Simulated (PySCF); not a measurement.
## Two runs on C$_{5}$H$_{14}$AlN

System: C$_{5}$H$_{14}$AlN.
Method of the first run: GIAO PBE0/pcSseg-1 NMR shielding, non-relativistic, gas phase (PySCF 2.14.0).

The geometry comes from this level: GFN2-xTB. Text and figures count atoms from 1; the logs count them from 0 in places.

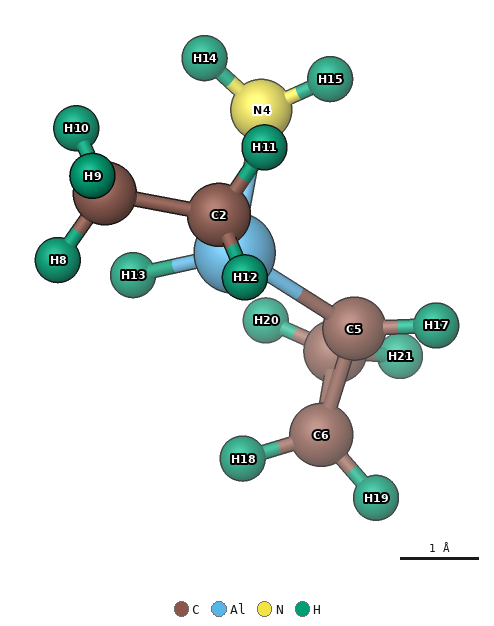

**Figure 1.** The structure (ball-and-stick view, seen at a tilt; atoms are numbered from 1 in the order of the input). Sticks mark near contacts.

### Input, the first run
```
{"job": {"kind": "nmr", "xc": "PBE0", "basis": "pcSseg-1"}, "charge": 0, "multiplicity": 1}
C     -2.916073    -0.829593    -0.472110
C     -1.826121    -0.936129     0.607677
Al    -0.155425    -0.007266    -0.017483
N     -0.430931     1.928633     0.705533
C      1.671455    -0.326874     0.711990
C      2.543602    -0.993477    -0.330639
C      2.695928     0.463255    -0.077737
H     -2.555065    -1.244338    -1.412643
H     -3.826242    -1.362517    -0.191137
H     -3.178438     0.212624    -0.657652
H     -2.240790    -0.552882     1.553025
H     -1.651614    -2.004656     0.801246
H     -0.101228     0.420987    -1.524746
H     -1.304844     2.337071     0.387450
H     -0.405484     1.964657     1.720904
H      0.334798     2.492749     0.347340
H      1.998664    -0.546729     1.728996
H      2.076455    -1.284268    -1.265413
H      3.335402    -1.660511    -0.018351
H      2.331676     1.131539    -0.852517
H      3.595357     0.814670     0.410497
```

The first line tells a small driver script what to run in PySCF; the rest is the geometry in Å.

Command:
```bash
OMP_NUM_THREADS=1 python <driver script> task.json out
```

Hardware: 1 CPU thread, shared host.

### Output (the first run)
```
coarse grid: 16800 points
cycle   1  E = -495.5386438791  dE =  4.685e-01  |g| = 5.717e-01  |ddm| = 3.839e+00
cycle   2  E = -495.5105861563  dE =  2.806e-02  |g| = 6.779e-01  |ddm| = 1.214e+00
cycle   3  E = -495.6306382772  dE = -1.201e-01  |g| = 4.012e-02  |ddm| = 6.787e-01
cycle   4  E = -495.6309879334  dE = -3.497e-04  |g| = 1.297e-02  |ddm| = 4.733e-02
cycle   5  E = -495.6310177886  dE = -2.986e-05  |g| = 7.009e-03  |ddm| = 1.807e-02
cycle   6  E = -495.6310297198  dE = -1.193e-05  |g| = 7.694e-04  |ddm| = 6.515e-03
cycle   7  E = -495.6310298609  dE = -1.411e-07  |g| = 2.559e-04  |ddm| = 1.263e-03
final grid: 154136 points
cycle   8  E = -495.6677419758  dE = -3.983e-05  |g| = 9.780e-03  |ddm| = 2.666e-02
cycle   9  E = -495.6677304733  dE =  1.150e-05  |g| = 1.213e-02  |ddm| = 1.807e-02
cycle  10  E = -495.6677655023  dE = -3.503e-05  |g| = 3.509e-04  |ddm| = 9.688e-03
cycle  11  E = -495.6677655211  dE = -1.881e-08  |g| = 1.641e-04  |ddm| = 3.965e-04
cycle  12  E = -495.6677655265  dE = -5.405e-09  |g| = 5.167e-05  |ddm| = 1.597e-04
cycle  13  E = -495.6677655271  dE = -6.211e-10  |g| = 8.396e-06  |ddm| = 6.107e-05
converged SCF energy = -495.6677655271

GIAO shielding tensors (ppm)
atom      isotropic    diamagn.    paramagn.     s11        s22        s33       span
  0 C      172.429     245.471     -73.041    165.531    167.947    183.811     18.280
  1 C      184.102     251.266     -67.164    174.351    187.192    190.762     16.411
  2 Al     395.705     797.854    -402.150    324.274    399.483    463.356    139.081
  3 N      235.699     318.451     -82.752    222.620    239.944    244.534     21.914
  4 C      197.592     250.650     -53.058    161.701    194.294    236.782     75.081
  5 C      186.473     253.783     -67.310    160.191    177.509    221.719     61.527
  6 C      186.726     254.698     -67.972    158.354    178.062    223.761     65.407
  7 H       30.552      30.010       0.542     25.897     29.286     36.474     10.577
  8 H       30.179      27.462       2.717     24.882     27.697     37.958     13.075
  9 H       31.001      30.375       0.626     26.203     30.183     36.616     10.414
 10 H       31.783      32.635      -0.853     27.839     30.337     37.172      9.333
 11 H       31.291      32.226      -0.935     26.543     30.151     37.178     10.636
 12 H       28.573      32.839      -4.266     25.642     27.967     32.109      6.467
 13 H       29.774      30.568      -0.794     23.299     25.949     40.073     16.774
 14 H       29.820      30.946      -1.127     24.790     25.632     39.038     14.248
 15 H       29.385      31.107      -1.722     22.292     27.174     38.687     16.395
 16 H       32.765      32.716       0.049     26.252     28.204     43.838     17.585
 17 H       31.557      32.340      -0.782     24.646     29.347     40.680     16.034
 18 H       31.134      30.665       0.468     25.010     26.433     41.957     16.947
 19 H       31.862      32.875      -1.013     25.429     29.639     40.518     15.090
 20 H       31.266      30.764       0.501     25.203     26.639     41.956     16.753
```

For the second run the input was changed thus:
```diff
-"xc": "PBE0"
-"basis": "pcSseg-1"
+"xc": "LC-wPBE"
+"basis": "MINI"
+"pop": true
+"scf": {"aux": "def2-universal-jkfit"}
```

What does this change do to the results?

The total energies belong to different models, so their difference says nothing on which is more stable or more accurate. The HOMO goes from −6.43 to −10.94 eV. The LUMO goes from 0.16 to 2.94 eV. The dipole moment goes from 4.82 to 5.84 D. Of all shieldings, the largest change is that of Al3, by +195.0 ppm. The functional changes from PBE0 to LC-wPBE. The SCF takes 9 iterations against 13. The basis functions go from 196 to 53.

### Output (the second run)
```
final grid: 154136 points
cycle   1  E = -492.4613782343  dE =  1.071e+00  |g| = 2.773e-01  |ddm| = 6.264e+00
cycle   2  E = -492.4911535446  dE = -2.978e-02  |g| = 1.295e-01  |ddm| = 7.514e-01
cycle   3  E = -492.4965957072  dE = -5.442e-03  |g| = 2.839e-02  |ddm| = 2.434e-01
cycle   4  E = -492.4969919446  dE = -3.962e-04  |g| = 4.625e-03  |ddm| = 7.979e-02
cycle   5  E = -492.4970004370  dE = -8.492e-06  |g| = 1.411e-03  |ddm| = 1.207e-02
cycle   6  E = -492.4970012693  dE = -8.323e-07  |g| = 2.185e-04  |ddm| = 3.385e-03
cycle   7  E = -492.4970014076  dE = -1.383e-07  |g| = 6.314e-05  |ddm| = 7.064e-04
cycle   8  E = -492.4970013085  dE =  9.903e-08  |g| = 8.188e-06  |ddm| = 1.817e-04
cycle   9  E = -492.4970013086  dE = -4.729e-11  |g| = 2.189e-06  |ddm| = 3.080e-05
converged SCF energy = -492.4970013086

GIAO shielding tensors (ppm)
atom      isotropic    diamagn.    paramagn.     s11        s22        s33       span
  0 C      205.656     237.027     -31.371    199.392    200.756    216.821     17.428
  1 C      231.985     233.348      -1.363    216.304    236.123    243.527     27.223
  2 Al     590.700     780.949    -190.249    571.561    577.630    622.908     51.347
  3 N      276.721     299.427     -22.706    257.382    282.628    290.153     32.771
  4 C      244.383     231.187      13.196    208.968    244.097    280.085     71.118
  5 C      224.744     244.695     -19.951    193.289    215.482    265.462     72.173
  6 C      224.489     244.812     -20.323    190.570    215.655    267.242     76.672
  7 H       30.139      24.567       5.571     24.313     28.819     37.283     12.970
  8 H       29.778      29.759       0.018     23.570     26.048     39.715     16.145
  9 H       30.648      25.606       5.042     24.573     29.822     37.549     12.977
 10 H       30.902      27.480       3.421     25.199     29.005     38.501     13.301
 11 H       30.621      26.764       3.857     24.094     28.975     38.795     14.701
 12 H       28.467      26.951       1.516     25.202     28.354     31.846      6.644
 13 H       29.150      24.637       4.513     21.946     25.719     39.784     17.838
 14 H       28.994      24.309       4.685     23.563     25.029     38.391     14.829
 15 H       28.953      24.013       4.940     20.872     27.575     38.411     17.539
 16 H       31.053      28.276       2.777     23.445     26.855     42.858     19.413
 17 H       30.988      25.428       5.560     23.578     28.967     40.418     16.840
 18 H       30.129      32.105      -1.976     23.399     24.838     42.150     18.752
 19 H       31.208      25.847       5.360     24.309     29.296     40.018     15.709
 20 H       30.272      32.189      -1.917     23.635     25.103     42.080     18.445
```

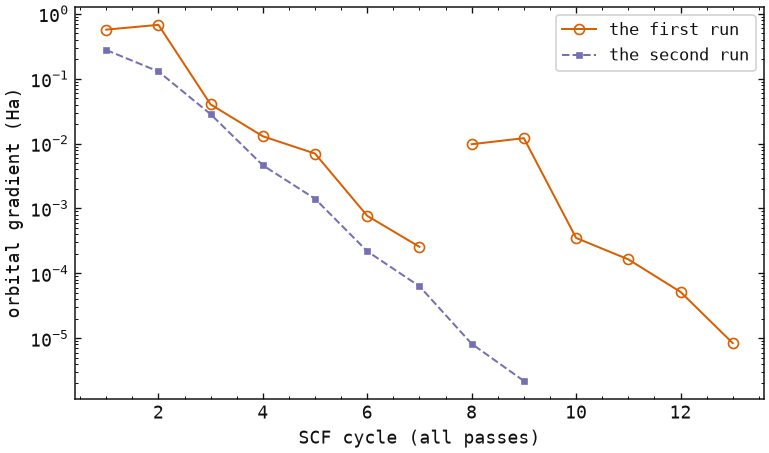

**Figure 2.** Convergence of the two runs: orbital gradient against the SCF cycle. A break in a curve parts two SCF passes (coarse and final grid). The first run takes 13 cycles in all, and the second run takes 9.

### The two runs side by side

| quantity | the first run | the second run |
| --- | --- | --- |
| outcome | converged | converged |
| total energy (hartree) | −495.667766 | −492.497001 |
| HOMO (eV) | −6.43 | −10.94 |
| LUMO (eV) | 0.16 | 2.94 |
| dipole moment (D) | 4.82 | 5.84 |
| shielding of C1 (ppm) | 172.4 | 205.7 |
| shielding of C2 (ppm) | 184.1 | 232.0 |
| shielding of Al3 (ppm) | 395.7 | 590.7 |
| shielding of N4 (ppm) | 235.7 | 276.7 |
| shielding of C5 (ppm) | 197.6 | 244.4 |
| shielding of C6 (ppm) | 186.5 | 224.7 |
| shielding of C7 (ppm) | 186.7 | 224.5 |
| SCF iterations | 13 | 9 |
| basis functions | 196 | 53 |
| wall time (shared host) | 51 s | 19 s |
